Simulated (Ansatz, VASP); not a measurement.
# GaN in two plane-wave programs, part 2 of 2

Aim: how closely do two programs agree when they are given the same cell, functional and k mesh? The cell is taken from a series of VASP runs on this material, whose earlier steps may have relaxed, scaled or displaced it; both programs get it as it stands. Valence electrons are named where the data sets of a main pair hold unlike numbers.

VASP 6.6.1 and Ansatz 0.2.0.

So far: Starting point; Ansatz: band structure, HSE06.

### 3. VASP: band structure, HSE06

Level of this step: HSE06; plane waves and PAW (Ga_d, N) (VASP).

The same cell, functional, mesh and smearing now go to VASP, with its own data sets.

Lines of VASP's logs that name or quote its potential files are left out, and so is its time.

The run reads the wave functions of an earlier VASP run, which isn't shown here.

INCAR

```
SYSTEM = GaN
PREC = Accurate
ENCUT = 460
EDIFF = 1E-06
NELM = 100
ISMEAR = 0
SIGMA = 0.03
LREAL = .FALSE.
ALGO = Normal
LHFCALC = .TRUE.
AEXX = 0.25
GGA = PE
HFSCREEN = 0.2
LASPH = .TRUE.
NBANDS = 24
PRECFOCK = Fast
LORBIT = 11
LWAVE = .FALSE.
LCHARG = .FALSE.
KPAR = 8
```

POSCAR

```
GaN
1.0
    3.1900000000      0.0000000000      0.0000000000
   -1.5950000000      2.7626210381      0.0000000000
    0.0000000000      0.0000000000      5.1890000000
Ga N
2 2
Direct
    0.3333333333      0.6666666667      0.5000000000
    0.6666666667      0.3333333333      0.0000000000
    0.3333333333      0.6666666667      0.8750000000
    0.6666666667      0.3333333333      0.3750000000
```

KPOINTS

```
Automatic mesh
0
Gamma
5 5 3
0 0 0
```

KPOINTS_OPT

```
Line mode
10
Line-mode
Reciprocal
  0.00000000   0.00000000   0.00000000 GAMMA
  0.50000000   0.00000000   0.00000000 M

  0.50000000   0.00000000   0.00000000 M
  0.33333333   0.33333333   0.00000000 K

  0.33333333   0.33333333   0.00000000 K
  0.00000000   0.00000000   0.00000000 GAMMA

  0.00000000   0.00000000   0.00000000 GAMMA
  0.00000000   0.00000000   0.50000000 A

  0.00000000   0.00000000   0.50000000 A
  0.50000000   0.00000000   0.50000000 L

  0.50000000   0.00000000   0.50000000 L
  0.33333333   0.33333333   0.50000000 H

  0.33333333   0.33333333   0.50000000 H
  0.00000000   0.00000000   0.50000000 A

  0.50000000   0.00000000   0.50000000 L
  0.50000000   0.00000000   0.00000000 M

  0.33333333   0.33333333   0.00000000 K
  0.33333333   0.33333333   0.50000000 H
```

PAW data sets: Ga_d and N (PBE family, release 64).

The run is started by

```sh
> mpirun -np 8 vasp_std
```

Numbers of over 12 decimals in the logs are rounded to 6 here.

The program printed:

```text
[banner, memory and clock lines left out]
running    8 mpi-ranks, on    1 nodes
 distrk:  each k-point on    1 cores,    8 groups
 distr:  one band on    1 cores,    1 groups

 POSCAR found type information on POSCAR GaN
 POSCAR found :  2 types and       4 ions
|                                                                             |
|           W    W    AA    RRRRR   N    N  II  N    N   GGGG   !!!           |
|           W    W   A  A   R    R  NN   N  II  NN   N  G    G  !!!           |
|           W    W  A    A  R    R  N N  N  II  N N  N  G       !!!           |
|           W WW W  AAAAAA  RRRRR   N  N N  II  N  N N  G  GGG   !            |
|           WW  WW  A    A  R   R   N   NN  II  N   NN  G    G                |
|           W    W  A    A  R    R  N    N  II  N    N   GGGG   !!!           |
|                                                                             |
|     For optimal performance we recommend to set                             |
|       NCORE = 2 up to number-of-cores-per-socket                            |
|     NCORE specifies how many cores store one orbital (NPAR=cpu/NCORE).      |
|     This setting can greatly improve the performance of VASP for DFT.       |
|     The default, NCORE=1 might be grossly inefficient on modern             |
|     multi-core architectures or massively parallel machines. Do your        |
|     Unfortunately you need to use the default for GW and RPA                |
|     calculations (for HF NCORE is supported but not extensively tested      |
|     yet).                                                                   |
|                                                                             |

 LDA part: xc-table for (Slater+PW92), standard interpolation
 found WAVECAR, reading the header
 POSCAR, INCAR and KPOINTS ok, starting setup
 FFT: planning ... GRIDC
 FFT: planning ... GRID_SOFT
 FFT: planning ... GRID
 reading WAVECAR
 the WAVECAR file was read successfully
 initial charge from wavefunction
 entering main loop
       N       E                     dE             d eps       ncg     rms          rms(c)
DAV:   1    -0.296066686688E+02   -0.29607E+02   -0.23757E+00   664   0.364E+01    0.123E+00
DAV:   2    -0.295837533823E+02    0.22915E-01   -0.22989E-01   752   0.831E+00    0.807E-01
DAV:   3    -0.295718329502E+02    0.11920E-01   -0.39899E-02   744   0.310E+00    0.482E-01
DAV:   4    -0.295712950821E+02    0.53787E-03   -0.71626E-03   824   0.103E+00    0.264E-01
DAV:   5    -0.295709409566E+02    0.35413E-03   -0.54948E-04   776   0.330E-01    0.142E-01
DAV:   6    -0.295708075549E+02    0.13340E-03   -0.14952E-04   560   0.103E-01    0.728E-02
DAV:   7    -0.295707642550E+02    0.43300E-04   -0.20560E-05   704   0.494E-02    0.400E-02
DAV:   8    -0.295707486576E+02    0.15597E-04   -0.50825E-06   600   0.297E-02    0.234E-02
DAV:   9    -0.295707435802E+02    0.50774E-05   -0.32059E-06   552   0.176E-02    0.137E-02
DAV:  10    -0.295707419119E+02    0.16684E-05   -0.10257E-06   320   0.862E-03    0.824E-03
DAV:  11    -0.295707413627E+02    0.54916E-06   -0.44572E-07   272   0.600E-03
   1 F= -.29570741E+02 E0= -.29570741E+02  d E =-.782183E-25
 Start KPOINTS_OPT (optional k-point list driver)
k-point batch [1-10\90]
       N       E                     dE             ncg
DAV:   1     0.841446838448E+03   -0.60539E+04      520
DAV:   2    -0.202926927158E+04   -0.28707E+04      488
DAV:   3    -0.240877104149E+04   -0.37950E+03      544
DAV:   4    -0.242823639589E+04   -0.19465E+02      672
DAV:   5    -0.242860889314E+04   -0.37250E+00      632
DAV:   6    -0.242862000932E+04   -0.11116E-01      760
DAV:   7    -0.242862027385E+04   -0.26453E-03      592
DAV:   8    -0.242862027976E+04   -0.59059E-05      544
DAV:   9    -0.242862027998E+04   -0.21725E-06      408
[...]
k-point batch [81-90\90]
       N       E                     dE             ncg
DAV:   1     0.633437239028E+03   -0.14051E+05      520
DAV:   2    -0.220855672501E+04   -0.28420E+04      520
DAV:   3    -0.254068615912E+04   -0.33213E+03      584
DAV:   4    -0.255425132851E+04   -0.13565E+02      608
DAV:   5    -0.255453498620E+04   -0.28366E+00      576
DAV:   6    -0.255454473196E+04   -0.97458E-02      704
DAV:   7    -0.255454485994E+04   -0.12798E-03      568
DAV:   8    -0.255454486157E+04   -0.16260E-05      424
DAV:   9    -0.255454486173E+04   -0.16023E-06      408
```

OUTCAR, selected parts (step 3):

```text
ion  position               nearest neighbor table
   1  0.333  0.667  0.500-   3 1.95   4 1.95   4 1.95   4 1.95
   2  0.667  0.333  0.000-   4 1.95   3 1.95   3 1.95   3 1.95
   3  0.333  0.667  0.875-   1 1.95   2 1.95   2 1.95   2 1.95
   4  0.667  0.333  0.375-   2 1.95   1 1.95   1 1.95   1 1.95

  LATTYP: Found a hexagonal cell.
 ALAT       =     3.1900000000
 C/A-ratio  =     1.6266457680

 Subroutine GETGRP returns: Found 12 space group operations
 (whereof  6 operations were pure point group operations)

The static configuration has the point symmetry C_3v.
 The point group associated with its full space group is C_6v.

 Found     10 irreducible k-points:

   k-points           NKPTS =     10   k-points in BZ     NKDIM =     75   number of bands    NBANDS=     24

   dimension x,y,z NGX =    24 NGY =   24 NGZ =   36
   dimension x,y,z NGXF=    48 NGYF=   48 NGZF=   72

   ENCUT  =  460.0 eV  33.81 Ry    5.81 a.u.   5.58  5.58  9.07*2*pi/ulx,y,z

   NELECT =      36.0000    total number of electrons

 k-points in reciprocal lattice and weights: Automatic mesh
   0.00000000  0.00000000  0.00000000       0.013
   0.20000000  0.00000000  0.00000000       0.080
   0.40000000 -0.00000000  0.00000000       0.080
   0.20000000  0.20000000  0.00000000       0.080
   0.40000000  0.20000000  0.00000000       0.080
   0.00000000  0.00000000  0.33333333       0.027
   0.20000000  0.00000000  0.33333333       0.160
   0.40000000 -0.00000000  0.33333333       0.160
   0.20000000  0.20000000  0.33333333       0.160
   0.40000000  0.20000000  0.33333333       0.160

  exchange ACFDT corr.  =         0.00000000  see jH, gK, PRB 81, 115126

 average (electrostatic) potential at core
       1 -56.4681       2 -56.4681       3 -56.9694       4 -56.9694

 E-fermi :   4.6979

 k-point     1 :       0.0000    0.0000    0.0000
  band No.  band energies     occupation
    ...
     14       3.3547      2.00000
     15       3.3547      2.00000
     16       4.4264      2.00000
     17       4.4855      2.00000
     18       4.4855      2.00000
     19       7.6771      0.00000
     20      10.1845      0.00000
     21      15.4656      0.00000
     22      15.9498      0.00000
     23      15.9498      0.00000
    ...

 k-point     2 :       0.2000    0.0000    0.0000
  band No.  band energies     occupation
    ...
     14       1.0251      2.00000
     15       2.2023      2.00000
     16       2.6246      2.00000
     17       3.9750      2.00000
     18       4.1282      2.00000
     19       9.6261      0.00000
     20      11.7992      0.00000
     21      13.8401      0.00000
     22      14.7802      0.00000
     23      16.4592      0.00000
    ...

 k-point     3 :       0.4000   -0.0000    0.0000
  band No.  band energies     occupation
    ...
     14      -0.8707      2.00000
     15      -0.2226      2.00000
     16       1.6760      2.00000
     17       2.5843      2.00000
     18       3.5289      2.00000
     19      10.8646      0.00000
     20      11.5679      0.00000
     21      12.1322      0.00000
     22      14.8001      0.00000
     23      16.5004      0.00000
    ...

  energy-cutoff  :      460.00
  volume of cell :       45.73
      direct lattice vectors                 reciprocal lattice vectors
     3.190000000  0.000000000  0.000000000     0.313479624  0.180987545  0.000000000
    -1.595000000  2.762621038  0.000000000     0.000000000  0.361975090  0.000000000
     0.000000000  0.000000000  5.189000000     0.000000000  0.000000000  0.192715359

 POSITION                                       TOTAL-FORCE (eV/Angst)
 -----------------------------------------------------------------------------------
     -0.00000      1.84175      2.59450        -0.000000      0.000000     -0.136370
      1.59500      0.92087      0.00000         0.000000     -0.000000     -0.136370
     -0.00000      1.84175      4.54038         0.000000      0.000000      0.136370
      1.59500      0.92087      1.94588        -0.000000     -0.000000      0.136370
 -----------------------------------------------------------------------------------
    total drift:                               -0.000001     -0.000002     -0.000236

  FREE ENERGIE OF THE ION-ELECTRON SYSTEM (eV)
  ---------------------------------------------------
  free  energy   TOTEN  =       -29.5707413627 eV

  energy  without entropy=      -29.5707413627  energy(sigma->0) =      -29.57074136

 total charge
# of ion       s       p       d       tot
------------------------------------------
    1        0.751   0.891  10.201  11.843
    2        0.751   0.891  10.201  11.843
    3        1.224   2.530   0.000   3.754
    4        1.224   2.530   0.000   3.754
--------------------------------------------------
tot          3.950   6.841  20.402  31.193

[... 3 further parts left out ...]
```

The PAW data sets were made with PBE, which is usual practice but a small mismatch for other functionals.

### 4. Side by side

Known differences besides the potentials themselves: exact exchange at q = 0 is treated differently, which shows on coarse meshes; VASP keeps PBE cores, Ansatz makes them for the functional; the cutoff is 420 eV in Ansatz and 460 eV in VASP; VASP takes a coarser grid for exact exchange (PRECFOCK = Fast). Total energies have different zeros and are not compared.

Both answers:

```tsv
quantity	Ansatz	VASP	difference
gap over the path points (eV)	3.175	3.192	-0.017
```

Forces (eV/Å; atoms numbered as in POSCAR):

```tsv
atom	Ansatz x, y, z	VASP x, y, z
Ga1	0.000, 0.000, -0.139	0.000, 0.000, -0.136
Ga2	0.000, 0.000, -0.139	0.000, 0.000, -0.136
N3	0.000, 0.000, 0.139	0.000, 0.000, 0.136
N4	0.000, 0.000, 0.139	0.000, 0.000, 0.136
```

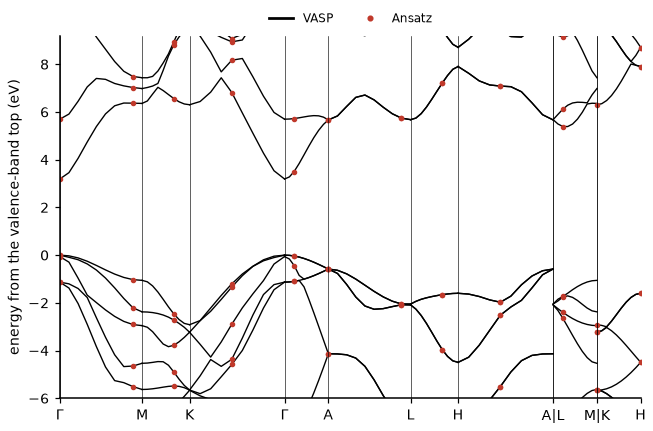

Bands from VASP (lines) and levels from Ansatz (dots). Dots without a line are higher empty bands that the VASP plot leaves out.

Levels at points of the path, from each program's valence-band top (eV; 4 filled, then empty):

```tsv
k (reciprocal lattice)	Ansatz	VASP
0.000 0.000 0.000	-1.13 -0.06 0.00 0.00 3.17 5.69 10.96	-1.13 -0.06 0.00 0.00 3.19 5.70 10.98
0.444 0.000 0.000	-4.64 -2.91 -2.20 -1.02 6.37 7.02 7.48	-4.65 -2.91 -2.21 -1.02 6.37 7.03 7.49
0.389 0.222 0.000	-4.89 -3.78 -2.71 -2.46 6.56 8.80 8.93	-4.89 -3.78 -2.72 -2.46 6.57 8.81 8.93
0.185 0.185 0.000	-4.37 -2.89 -1.34 -1.20 6.80 8.16 8.94	-4.37 -2.90 -1.34 -1.20 6.82 8.17 8.94
0.000 0.000 0.111	-1.10 -0.45 -0.04 -0.04 3.50 5.72 10.86	-1.10 -0.45 -0.04 -0.04 3.52 5.73 10.88
0.000 0.000 0.500	-0.58 -0.58 -0.58 -0.58 5.66 5.66 10.10	-0.58 -0.58 -0.58 -0.58 5.67 5.67 10.10
0.444 0.000 0.500	-2.08 -2.08 -2.04 -2.04 5.74 5.74 9.39	-2.08 -2.08 -2.05 -2.05 5.74 5.74 9.39
0.389 0.222 0.500	-3.96 -3.96 -1.65 -1.65 7.21 7.21 9.43	-3.96 -3.96 -1.66 -1.66 7.21 7.21 9.44
0.185 0.185 0.500	-2.52 -2.52 -1.97 -1.97 7.08 7.08 9.43	-2.52 -2.52 -1.97 -1.97 7.09 7.09 9.44
0.500 0.000 0.389	-2.65 -2.39 -1.75 -1.73 5.39 6.12 9.14	-2.65 -2.40 -1.76 -1.73 5.39 6.12 9.15
```

The forces differ by 1.7 meV/Å r.m.s., which is 2.2 % of the r.m.s. force of 0.079 eV/Å (both taken over all components). Among the levels compared at these points, filled levels agree within 5 meV and empty ones within 18 meV.

### 5. What came out

- largest difference of a filled level at the path points (band structure, HSE06): 5.2 meV

The largest difference of a filled level at the path points is 5.2 meV (band structure, HSE06), within the 80 meV picked in this series as the mark of a large difference. How closely two codes agree says nothing of how well the functional describes the real material.

[Lines on the potential files, build, host, timing and source positions are cut from VASP's logs without a mark.]

[Logs are printed without paths, hosts, clocks, repeated set-up lines and the standing remarks that a program may print on its own settings, such as how far it seeks lower states.]

[Hosts, paths, dates, database ids (printed as entryN), source tags and the programs' standing remarks are cut or masked in the printed files.]
